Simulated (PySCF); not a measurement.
# HNO (nitroxyl): CCSDT(Q)/STO-6G

Aim: the energy change on altering one bond length of HNO (nitroxyl) at CCSDT(Q)/STO-6G, from 2 runs. The job is set up through a Python script.

Program for the calculation: PySCF 2.14.0.

11 further runs of the same task are left out: 11 set aside as unsound or not needed.

## Step 1: The molecule

The species is HNO (3 atoms), meant as a singlet with charge 0. As SMILES, `N=O`. The coordinates come from a GFN2-xTB relaxation.

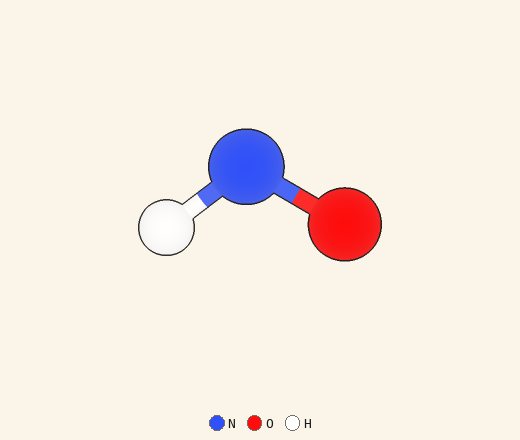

The structure, seen from a chosen angle (nitrogen blue, oxygen red, hydrogen white).

## Step 2: The energy at CCSDT(Q)/STO-6G

Input file job.py:

```python
# nitroxyl
from pyscf import gto, cc

mol = gto.Mole()
mol.atom = '''
N       -0.275940       0.297220      -0.114780
O        0.768580       0.418030       0.466150
H       -0.492640      -0.715240      -0.351380
'''
mol.basis = 'sto-6g'
mol.spin = 0
mol.verbose = 3
mol.max_memory = 1860
mol.build()

mf = mol.RHF()
mf.conv_tol = 1e-10
mf.kernel()
if not mf.converged:
    mf = mf.newton().run(mf.mo_coeff, mf.mo_occ)

mycc = cc.CCSDT(mf, frozen=2)
mycc.kernel()
e_bracket, e_q = mycc.ccsdt_q()
e_final = mycc.e_tot + e_q
print(f'total energy: {e_final:.8f} hartree')
```

On the command line:

```
$ OMP_NUM_THREADS=1 python job.py
```

Log:

```text
converged SCF energy = -129.295721134749
_make_eris_incore_RCCSDT

WARN: A large `blksize` is being used, which may cause large memory consumption
      for storing contraction intermediates. If memory is sufficient, consider using
      `pyscf.cc.rccsdt_highm.RCCSDT` instead.

WARN: A large `blksize_oovv` is being used, which may cause large memory consumption
      for storing contraction intermediates. If memory is sufficient, consider using
      `pyscf.cc.rccsdt_highm.RCCSDT` instead.

WARN: A large `blksize_oooo` is being used, which may cause large memory consumption
      for storing contraction intermediates. If memory is sufficient, consider using
      `pyscf.cc.rccsdt_highm.RCCSDT` instead.

RCCSDT converged
E(RCCSDT) = -129.4422304092396   E_corr = -0.1465092744903634
E_corr(same-spin) = -0.0177076339398781
E_corr(oppo-spin) = -0.128801640550485
_make_eris_incore_RCCSDT
total energy: -129.44285958 hartree
```

Wall time 1.1 s (1 thread of Arm Neoverse V2, shared host); peak memory 0.12 GiB.

## Step 3: The distorted shape

Input file input.xyz:

```xyz
3

N      0.114115     2.119625     0.311095
O      1.158635     2.240435     0.892025
H     -0.492640    -0.715240    -0.351380
```

Input file calc.py:

```python
from pyscf import gto, scf, cc

mol = gto.M(
    atom='input.xyz',
    basis='sto-6g',
    verbose=3,
    max_memory=1860,
    spin=0,
)

mf = scf.RHF(mol)
mf.conv_tol = 1e-10
mf.kernel()
if not mf.converged:
    mf = mf.newton().run(mf.mo_coeff, mf.mo_occ)

mycc = cc.CCSDT(mf, frozen=2)
mycc.kernel()
e_bracket, e_q = mycc.ccsdt_q()
e_final = mycc.e_tot + e_q
print('Final energy', e_final)
```

On the command line:

```
$ OMP_NUM_THREADS=1 python calc.py
```

Log:

```text
converged SCF energy = -128.990647645892
_make_eris_incore_RCCSDT

WARN: A large `blksize` is being used, which may cause large memory consumption
      for storing contraction intermediates. If memory is sufficient, consider using
      `pyscf.cc.rccsdt_highm.RCCSDT` instead.

WARN: A large `blksize_oovv` is being used, which may cause large memory consumption
      for storing contraction intermediates. If memory is sufficient, consider using
      `pyscf.cc.rccsdt_highm.RCCSDT` instead.

WARN: A large `blksize_oooo` is being used, which may cause large memory consumption
      for storing contraction intermediates. If memory is sufficient, consider using
      `pyscf.cc.rccsdt_highm.RCCSDT` instead.

RCCSDT converged
E(RCCSDT) = -129.3795385804248   E_corr = -0.3888909345329319
E_corr(same-spin) = -0.031950039613463
E_corr(oppo-spin) = -0.356940894919469
_make_eris_incore_RCCSDT
Final energy -129.38250366341202
```

It took 1 s on 1 thread of Arm Neoverse V2, shared host; peak memory 0.1 GiB.

## Step 4: Outcome

Level: CCSDT(Q)/STO-6G, 2 core orbitals frozen.

| quantity | value |
| --- | --- |
| first shape: total energy | -129.44286 Eh |
| first shape: dipole moment (Hartree–Fock density) | 1.51 D |
| first shape: HOMO energy (Hartree–Fock orbitals) | -9.00 eV |
| first shape: LUMO energy (Hartree–Fock orbitals) | 5.98 eV |
| first shape: HOMO–LUMO gap (Hartree–Fock orbitals) | 14.98 eV |
| first shape: correlation energy (2 core orbitals frozen) | -147.1 mEh |
| first shape: T1 diagnostic | 0.010 |
| distorted shape: total energy | -129.38250 Eh |
| distorted shape: dipole moment (Hartree–Fock density) | 1.22 D |
| distorted shape: HOMO energy (Hartree–Fock orbitals) | -4.16 eV |
| distorted shape: LUMO energy (Hartree–Fock orbitals) | 1.05 eV |
| distorted shape: HOMO–LUMO gap (Hartree–Fock orbitals) | 5.21 eV |
| distorted shape: correlation energy (2 core orbitals frozen) | -391.9 mEh |
| distorted shape: T1 diagnostic | 0.025 |
| energy change with the N1–H3 bond stretched from 1.062 to 2.974 Å | 1.642 eV |

In words: With the N1–H3 bond stretched from 1.062 to 2.974 Å the energy rises by 1.64 eV (158 kJ/mol). The first shape isn't relaxed at this level, so the change isn't measured from a minimum. The minimal basis adds a large error of its own. Mulliken charges (first shape) of the mean-field density run from -0.08 on O2 to +0.15 on H3. The T1 diagnostic (distorted shape) of 0.025 is above the customary mark for such species, so a single reference may not serve.
